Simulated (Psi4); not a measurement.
**SiH4S (SMILES [SiH3]S): a chain of runs**

We compute a structure relaxation (singlet SiH4S, B3LYP/def2-TZVP), then the energy (doublet SiH4S+, UB3LYP/def2-TZVP), then a geometry optimisation (doublet SiH4S+, UB3LYP/def2-TZVP), then a single-point energy (singlet SiH4S, B3LYP/def2-TZVP) of H4SSi. 

The calculation is run with Psi4 1.11.

### Step 1. The system as given

The species is SiH4S (6 atoms), meant as a singlet with charge 0. SMILES: `[SiH3]S`. Geometry: relaxed at PBE0-D4/def2-TZVP (4 decimals). The run starts from this shape.

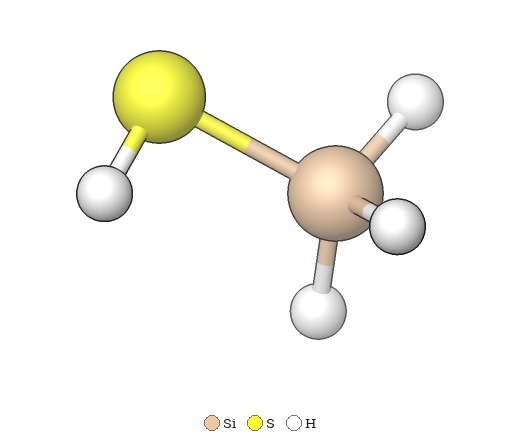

The structure, seen from a chosen angle (silicon light orange, sulfur yellow, hydrogen white).

### Step 2. A geometry optimisation at B3LYP/def2-TZVP (density fitting) (run 1)

File h4ssi.sdf:

```

     RDKit          3D

  6  5  0  0  0  0  0  0  0  0999 V2000
   -0.1698   -0.2634   -0.4360 Si  0  0  0  0  0  4  0  0  0  0  0  0
    0.9073   -0.0126    1.3928 S   0  0  0  0  0  0  0  0  0  0  0  0
   -1.6298   -0.0743   -0.2416 H   0  0  0  0  0  0  0  0  0  0  0  0
    0.1086   -1.6583   -0.8525 H   0  0  0  0  0  0  0  0  0  0  0  0
    0.2998    0.6812   -1.4811 H   0  0  0  0  0  0  0  0  0  0  0  0
    0.5261    1.2633    1.5723 H   0  0  0  0  0  0  0  0  0  0  0  0
  2  1  1  0
  3  1  1  0
  4  1  1  0
  5  1  1  0
  6  2  1  0
M  END
$$$$
```

File h4ssi.py:

```python
import psi4
from rdkit import Chem

psi4.set_memory(1600000000)
psi4.set_num_threads(1)
psi4.core.set_output_file('output.dat', False)

rd = Chem.SDMolSupplier('h4ssi.sdf', removeHs=False, sanitize=False)[0]
xyz = rd.GetConformer().GetPositions()
atoms = '\n'.join(f'{a.GetSymbol()} {x:.4f} {y:.4f} {z:.4f}' for a, (x, y, z) in zip(rd.GetAtoms(), xyz))
geom = psi4.geometry('0 1\n' + atoms + '')

psi4.set_options({
    'basis': 'def2-TZVP',
})

e_tot = psi4.optimize('b3lyp')
print('E =', round(e_tot, 9))
print(geom.to_string(dtype='xyz', units='Angstrom'))
```

Run with:

```console
$ python h4ssi.py
```

output.dat:

```text
gradient() will perform analytic gradient computation.

   => Loading Basis Set <=

    Name: DEF2-TZVP
    Role: ORBITAL
    Keyword: BASIS

         ---------------------------------------------------------
                                   SCF
                              RKS Reference
                        1 Threads,   1525 MiB Core
         ---------------------------------------------------------

  ==> Geometry <==

    Molecular point group: c1
    Full point group: C1

    Geometry (in Angstrom), charge = 0, multiplicity = 1:

       Center              X                  Y                   Z               Mass
    ------------   -----------------  -----------------  -----------------  -----------------
         SI          -0.537992054462    -0.145263438010    -0.925557162067    27.976926534650
         S            0.539107945538     0.105536561990     0.903242837933    31.972071174400
         H           -1.997992054462     0.043836561990    -0.731157162067     1.007825032230
         H           -0.259592054462    -1.540163438010    -1.342057162067     1.007825032230
         H           -0.068392054462     0.799336561990    -1.970657162067     1.007825032230
         H            0.157907945538     1.381436561990     1.082742837933     1.007825032230

  Running in c1 symmetry.

  Rotational constants: A =      2.20016  B =      0.21021  C =      0.20563 [cm^-1]
  Rotational constants: A =  65959.09069  B =   6302.00062  C =   6164.71393 [MHz]
  Nuclear repulsion =   89.238634659737230

  Charge       = 0
  Multiplicity = 1
  Electrons    = 34
  Nalpha       = 17
  Nbeta        = 17

  ==> Algorithm <==

  SCF Algorithm Type is DF.
  DIIS enabled.
  MOM disabled.
  Fractional occupation disabled.
  Guess Type is SAD.
  Energy threshold   = 1.00e-08
  Density threshold  = 1.00e-08
  Integral threshold = 1.00e-12

  ==> Primary Basis <==

  Basis Set: DEF2-TZVP
    Blend: DEF2-TZVP
    Number of shells: 42
    Number of basis functions: 98
    Number of Cartesian functions: 108
    Spherical Harmonics?: true
    Max angular momentum: 3

  ==> DFT Potential <==

   => LibXC <=

    Version 7.1.2

   => Composite Functional: B3LYP <=

    B3LYP Hyb-GGA Exchange-Correlation Functional

    Deriv               =              1
    GGA                 =           TRUE
    Meta                =          FALSE

    Exchange Hybrid     =           TRUE
    MP2 Hybrid          =          FALSE

   => Exchange Functionals <=

    0.0800   Slater exchange
    0.7200         Becke 88

   => Exact (HF) Exchange <=

    0.2000               HF

   => Correlation Functionals <=

    0.1900   Vosko, Wilk & Nusair (VWN5_RPA)
    0.8100   Lee, Yang & Parr

   => LibXC Density Thresholds  <==

    XC_HYB_GGA_XC_B3LYP:  1.00E-15

   => Molecular Quadrature <=

    Radial Scheme          =       TREUTLER
    Pruning Scheme         =           NONE
    Nuclear Scheme         =       TREUTLER

    Blocking Scheme        =         OCTREE
    BS radius alpha        =              1
    Pruning alpha          =              1
    Radial Points          =             75
    Spherical Points       =            302
    Total Points           =         130323
    Total Blocks           =           1049
    Max Points             =            256
    Max Functions          =             98
    Weights Tolerance      =       1.00E-15

   => Loading Basis Set <=

    Name: (DEF2-TZVP AUX)
    Role: JKFIT
    Keyword: DF_BASIS_SCF

  ==> Integral Setup <==

  DFHelper Memory: AOs need 0.026 GiB; user supplied 0.809 GiB.
  SCF_SUBTYPE=INCORE selected. In-core MEM_DF algorithm will be used.
  Using in-core AOs.

  ==> MemDFJK: Density-Fitted J/K Matrices <==

    J tasked:                   Yes
    K tasked:                   Yes
    wK tasked:                   No
    Memory [MiB]:               828
    Algorithm:                 Core
    Schwarz Cutoff:           1E-12
    Mask sparsity (%):       0.9163
    Fitting Condition:        1E-10

   => Auxiliary Basis Set <=

  Basis Set: (DEF2-TZVP AUX)
    Blend: DEF2-UNIVERSAL-JKFIT
    Number of shells: 100
    Number of basis functions: 328
    Number of Cartesian functions: 390
    Spherical Harmonics?: true
    Max angular momentum: 4

  Cached 100.0% of DFT collocation blocks in 0.309 [GiB].

  Minimum eigenvalue in the overlap matrix is 3.4373509777E-03.
  Reciprocal condition number of the overlap matrix is 6.8956183237E-04.
    Using symmetric orthogonalization.

  ==> Pre-Iterations <==

  SCF Guess: Superposition of Atomic Densities via on-the-fly atomic UHF (no occupation information).

   -------------------------
    Irrep   Nso     Nmo
   -------------------------
     A         98      98
   -------------------------
    Total      98      98
   -------------------------

  ==> Iterations <==

                           Total Energy        Delta E     RMS |[F,P]|

   @DF-RKS iter SAD:  -689.83562775577104   -6.89836e+02   0.00000e+00
[... 2 lines left out ...]
   @DF-RKS iter   3:  -690.17010052507635   -5.88734e-02   5.20418e-04 ADIIS/DIIS
[... 2 lines left out ...]
   @DF-RKS iter   6:  -690.17177365380257   -4.93548e-06   5.04799e-06 DIIS
[... 2 lines left out ...]
   @DF-RKS iter   9:  -690.17177381097258   -1.19167e-09   4.27308e-08 DIIS
[... 28 lines left out ...]
    Final Occupation by Irrep:
[... 10 lines left out ...]
    One-Electron Energy =               -1131.4323204705137869
[... 2 lines left out ...]
    Empirical Dispersion Energy =           0.0000000000000000
[... 16 lines left out ...]
 Dipole X            :          1.8035955           -2.0300002           -0.2264048
[... 76 lines left out ...]
    Weights Tolerance      =       1.00E-15
[... 56 lines left out ...]
	   Step    Total Energy     Delta E     Max Force     RMS Force      Max Disp      RMS Disp   ~
[... 125 lines left out ...]
                           Total Energy        Delta E     RMS |[F,P]|
[... 3 lines left out ...]
   @DF-RKS iter   2:  -690.17184794719958   -2.55740e-07   3.28892e-05 DIIS
[... 2 lines left out ...]
   @DF-RKS iter   5:  -690.17185448190969   -4.20766e-09   2.52417e-07 DIIS
[... 2 lines left out ...]
   @DF-RKS iter   8:  -690.17185448231373   -2.16005e-12   3.27674e-09 DIIS
[... 13 lines left out ...]
  @DF-RKS Final Energy:  -690.17185448231373
[... 5 lines left out ...]
    Two-Electron Energy =                 390.5532603934281042
[... 2 lines left out ...]
    VV10 Nonlocal Energy =                  0.0000000000000000
[... 16 lines left out ...]
 Dipole Y            :         -0.3675605            0.6347917            0.2672312
[... 94 lines left out ...]
	                                 ==> Convergence Check <==
[... 8 lines left out ...]
	  Convergence Criteria     1.00e-06 *    3.00e-04 *             o    1.20e-03 *             o
[... 94 lines left out ...]
   @DF-RKS iter   0:  -690.17101995375197   -6.90171e+02   6.68583e-05
[... 2 lines left out ...]
   @DF-RKS iter   3:  -690.17186004184430   -8.37890e-07   1.10122e-06 DIIS
[... 2 lines left out ...]
   @DF-RKS iter   6:  -690.17186004709868   -3.21734e-11   2.16677e-08 DIIS
[... 8 lines left out ...]
    Final Occupation by Irrep:
[... 10 lines left out ...]
    One-Electron Energy =               -1130.7036520640276649
[... 2 lines left out ...]
    Empirical Dispersion Energy =           0.0000000000000000
[... 16 lines left out ...]
 Dipole X            :          1.7949125           -2.0304930           -0.2355805
[... 45 lines left out ...]
    Weights Tolerance      =       1.00E-15
[... 56 lines left out ...]
	   Step    Total Energy     Delta E     Max Force     RMS Force      Max Disp      RMS Disp
[... 94 lines left out ...]
                           Total Energy        Delta E     RMS |[F,P]|
[... 3 lines left out ...]
   @DF-RKS iter   2:  -690.17186032531458   -1.64766e-09   2.98039e-06 DIIS
[... 2 lines left out ...]
   @DF-RKS iter   5:  -690.17186037555553   -3.27418e-11   1.51025e-08 DIIS
[... 28 lines left out ...]
    Final Occupation by Irrep:
[... 4 lines left out ...]

  @DF-RKS Final Energy:  -690.17186037555712

   => Energetics <=

    Nuclear Repulsion Energy =             88.8541062544382640
    One-Electron Energy =               -1130.6694441133804503
    Two-Electron Energy =                 390.4350370055425401
    DFT Exchange-Correlation Energy =     -38.7915595221573781
    Empirical Dispersion Energy =           0.0000000000000000
    VV10 Nonlocal Energy =                  0.0000000000000000
    Total Energy =                       -690.1718603755571166

Computation Completed

Properties will be evaluated at   0.000000,   0.000000,   0.000000 [a0]

Properties computed using the SCF density matrix

 Multipole Moments:

 ------------------------------------------------------------------------------------
     Multipole            Electronic (a.u.)      Nuclear  (a.u.)        Total (a.u.)
 ------------------------------------------------------------------------------------

 L = 1.  Multiply by 2.5417464519 to convert [e a0] to [Debye]
 Dipole X            :          1.7931880           -2.0300082           -0.2368202
 Dipole Y            :         -0.3671266            0.6337504            0.2666237
 Dipole Z            :          2.5663481           -2.7726731           -0.2063250
 Magnitude           :                                                    0.4119976

 ------------------------------------------------------------------------------------

	total time  =          5 seconds =       0.08 minutes

         ------------------------------------------------------------
                                   SCF GRAD
         ------------------------------------------------------------

  ==> Geometry <==

    Molecular point group: c1
    Full point group: C1

    Geometry (in Angstrom), charge = 0, multiplicity = 1:

       Center              X                  Y                   Z               Mass
    ------------   -----------------  -----------------  -----------------  -----------------
         SI          -0.541361124614    -0.148043745015    -0.932121311112    27.976926534650
         S            0.542056439779     0.108222488884     0.908999238426    31.972071174400
         H           -1.997262294517     0.039395178412    -0.740343457860     1.007825032230
         H           -0.261787224368    -1.539562715627    -1.343958786508     1.007825032230
         H           -0.074445023411     0.791637589589    -1.976411214117     1.007825032230
         H            0.165413187665     1.384948809144     1.099188580030     1.007825032230

  Nuclear repulsion =   88.854106254438264

   => Molecular Quadrature <=

    Radial Scheme          =       TREUTLER
    Pruning Scheme         =           NONE
    Nuclear Scheme         =       TREUTLER

    Blocking Scheme        =         OCTREE
    BS radius alpha        =              1
    Pruning alpha          =              1
    Radial Points          =             75
    Spherical Points       =            302
    Total Points           =         130325
    Total Blocks           =           1047
    Max Points             =            256
    Max Functions          =             98
    Weights Tolerance      =       1.00E-15

  -Total Gradient:
     Atom            X                  Y                   Z
    ------   -----------------  -----------------  -----------------
       1        0.000019096885     0.000015609368     0.000038542808
       2       -0.000006981918     0.000000900305    -0.000010697287
       3       -0.000007059119    -0.000004920116    -0.000012032317
       4       -0.000004341205    -0.000003605209    -0.000007191599
       5       -0.000005187373    -0.000002532572    -0.000010958539
       6        0.000001713728     0.000001225575     0.000002015068

	total time  =          2 seconds =       0.03 minutes

    			-----------------------------------------

    			 OPTKING 3.0: for geometry optimizations

    			        with contributions from

    			-----------------------------------------

	                            ===> Fragment 1 <==

	 Z (Atomic Numbers)          Masses                          Geom
	      14.000000            27.976927         -1.02302426 -0.27976213 -1.76145399
	      16.000000            31.972071          1.02433822  0.20451086  1.71775961
	       1.000000             1.007825         -3.77427874  0.07444610 -1.39904637
	       1.000000             1.007825         -0.49470616 -2.90935189 -2.53971403
	       1.000000             1.007825         -0.14068071  1.49597823 -3.73487591
	       1.000000             1.007825          0.31258562  2.61717395  2.07716538

	 - Coordinate -           - BOHR/RAD -       - ANG/DEG -
	 R(1,2)           =         4.065851           2.151555
	 R(1,3)           =         2.797535           1.480392
	 R(1,4)           =         2.792768           1.477869
[... 11 lines of this table left out ...]
	 D(5,1,2,6)       =         1.064235          60.976162

	        --- Internal Coordinate Step in ANG or DEG, aJ/ANG or AJ/DEG ---
	-------------------------------------------------------------------------------
	           Coordinate      Previous         Force          Change          New
	           ----------      --------        ------          ------        ------
	               R(1,2)       2.15156        0.00007        0.00006       2.15161
	               R(1,3)       1.48039       -0.00004       -0.00001       1.48038
	               R(1,4)       1.47787       -0.00004       -0.00002       1.47785
[... 11 lines of this table left out ...]
	           D(5,1,2,6)      60.97616       -0.00000        0.00473      60.98089
	-------------------------------------------------------------------------------

	                                 ==> Convergence Check <==

	Measures of convergence in internal coordinates in au.

	Criteria marked as inactive (o), active & met (*), and active & unmet ( ).

	----------------------------------------------------------------------------------------------
	   Step    Total Energy     Delta E     Max Force     RMS Force      Max Disp      RMS Disp
	----------------------------------------------------------------------------------------------
	  Convergence Criteria     1.00e-06 *    3.00e-04 *             o    1.20e-03 *             o
	----------------------------------------------------------------------------------------------
	     4    -690.17186038   -3.28e-07 *    2.17e-05 *    1.10e-05 o    1.88e-04 *    1.10e-04 o  ~
	----------------------------------------------------------------------------------------------

Next Geometry in Ang
	Fragment 1 (Ang)

	   Si  -0.5413808899  -0.1480860658  -0.9322117419
	    S   0.5420854182   0.1082237554   0.9089388477
	    H  -1.9972171710   0.0394925891  -0.7401925113
	    H  -0.2617665650  -1.5396143844  -1.3439311876
	    H  -0.0743771773   0.7916787783  -1.9763676916
	    H   0.1652703455   1.3849029327   1.0991173336

    Final optimized geometry and variables:
    Molecular point group: c1
    Full point group: C1

    Geometry (in Angstrom), charge = 0, multiplicity = 1:

    SI          -0.541361124614    -0.148043745015    -0.932121311112
    S            0.542056439779     0.108222488884     0.908999238426
    H           -1.997262294517     0.039395178412    -0.740343457860
    H           -0.261787224368    -1.539562715627    -1.343958786508
    H           -0.074445023411     0.791637589589    -1.976411214117
    H            0.165413187665     1.384948809144     1.099188580030

[set-up sections that repeat, and orbital energies of the middle runs, are left out above]
```

On the terminal:

```text
Some dependencies such as QCElemental have not yet finished migration to pydantic v2. If issues are encountered please downgrade pydantic or upgrade QCElemental as appropriate
	Previous geometry is closer to target in internal coordinates, so using that one.

	Best geometry has RMS(Delta(q)) = 5.44e-07

Optimizer: Optimization complete!
E = -690.171860376
6
0 1 H4SSi
Si                   -0.541361124614    -0.148043745015    -0.932121311112
S                     0.542056439779     0.108222488884     0.908999238426
H                    -1.997262294517     0.039395178412    -0.740343457860
H                    -0.261787224368    -1.539562715627    -1.343958786508
H                    -0.074445023411     0.791637589589    -1.976411214117
H                     0.165413187665     1.384948809144     1.099188580030
```

Wall time 37 s (1 thread of AMD EPYC 7R43 (Zen 3), shared host); peak memory 0.61 GiB.

The path in brief:

| step | energy from the first frame kept (eV) | largest force (eV/Å) |
| --- | --- | --- |
| 0 | 0.0000 | 0.2657 |
| 1 | -0.0022 | 0.0747 |
| 2 | -0.0023 | 0.0162 |
| 3 | -0.0024 | 0.0023 |

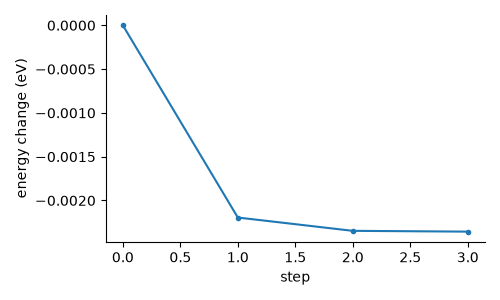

Energy along the run.

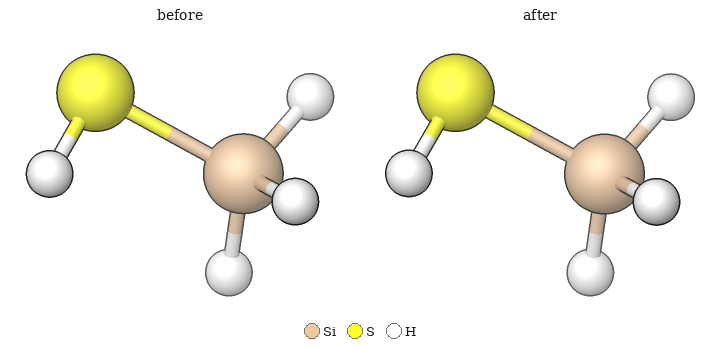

Before and after, at one scale.

After the run. Bond lengths: Si1–S2 2.152 Å, Si1–H3 1.480 Å, Si1–H4 1.478 Å, Si1–H5 1.480 Å, S2–H6 1.345 Å. Angles: Si1–S2–H6 95.3°, S2–Si1–H3 111.7°, S2–Si1–H4 104.8°, S2–Si1–H5 111.7°, H3–Si1–H4 110.0°, H3–Si1–H5 108.7°, H4–Si1–H5 110.0°.

### Step 3. The doublet cation: the energy at UB3LYP/def2-TZVP (density fitting) (run 2)

File h4ssi.xyz:

```xyz
6
H4SSi
Si    -0.173169    -0.266180    -0.442564
S      0.910248    -0.009914     1.398556
H     -1.629070    -0.078741    -0.250786
H      0.106405    -1.657699    -0.854402
H      0.293747     0.673501    -1.486854
H      0.533605     1.266812     1.588746
```

File calc.py:

```python
import psi4

psi4.set_memory('1600 MB')
psi4.set_num_threads(1)
psi4.set_output_file('psi4.out', False)

with open('h4ssi.xyz') as f:
    atoms = ''.join(f.readlines()[2:])
m = psi4.geometry('1 2\n' + atoms + '')

psi4.set_options(dict(basis='def2-TZVP', reference='uks'))

result, w = psi4.energy("b3lyp", return_wfn=True)
print('E =', round(result, 9))
```

Run with:

```console
$ python calc.py
```

psi4.out, cut to the lines that bear on the results:

```text
[...]
  Running in c1 symmetry.
[...]
  Nuclear repulsion =   88.854130174504192
[...]
  Multiplicity = 2
[...]
  Nalpha       = 17
  Nbeta        = 16
[...]
    Number of basis functions: 98
[...]
   @DF-UKS iter   1:  -689.76463225277928    6.18728e-02   4.02318e-03 DIIS/ADIIS
[...]
   @DF-UKS iter   9:  -689.80998571552050   -6.72335e-08   9.92964e-07 DIIS
[...]
   @S^2 Observed:                7.556342556E-01
[...]
    Orbital Energies [Eh]
    ---------------------
    Alpha Occupied:
       1A    -89.190081     2A    -66.355617     3A     -8.264478
       4A     -6.232489     5A     -6.223029     6A     -6.219477
       7A     -5.519044     8A     -3.879286     9A     -3.875607
      10A     -3.874625    11A     -1.046510    12A     -0.776120
      13A     -0.695707    14A     -0.619729    15A     -0.608872
      16A     -0.567743    17A     -0.564638
    Alpha Virtual:
      18A     -0.236959    19A     -0.225112    20A     -0.175356
      21A     -0.174169    22A     -0.144898    23A     -0.068662
      24A     -0.062521    25A     -0.056807    26A     -0.031838
[...]
  @DF-UKS Final Energy:  -689.80998571552050
   => Energetics <=
    Nuclear Repulsion Energy =             88.8541301745041920
    One-Electron Energy =               -1121.5673314742325601
    Two-Electron Energy =                 381.4493812135223152
    DFT Exchange-Correlation Energy =     -38.5461656293144372
    Empirical Dispersion Energy =           0.0000000000000000
    VV10 Nonlocal Energy =                  0.0000000000000000
    Total Energy =                       -689.8099857155204973
[...]
 Multipole Moments:
 ------------------------------------------------------------------------------------
     Multipole            Electronic (a.u.)      Nuclear  (a.u.)        Total (a.u.)
 ------------------------------------------------------------------------------------
 L = 1.  Multiply by 2.5417464519 to convert [e a0] to [Debye]
 Dipole X            :          1.9254863           -2.0300072           -0.1045209
 Dipole Y            :         -0.1268401            0.6337501            0.5069100
 Dipole Z            :          2.9183893           -2.7726724            0.1457169
 Magnitude           :                                                    0.5376949
[...]
```

The script printed:

```text
E = -689.809985716
```

It took 23 s on 1 thread of AMD EPYC 7R43 (Zen 3), shared host; peak memory 0.53 GiB.

(Part 1 of 2 ends here.)
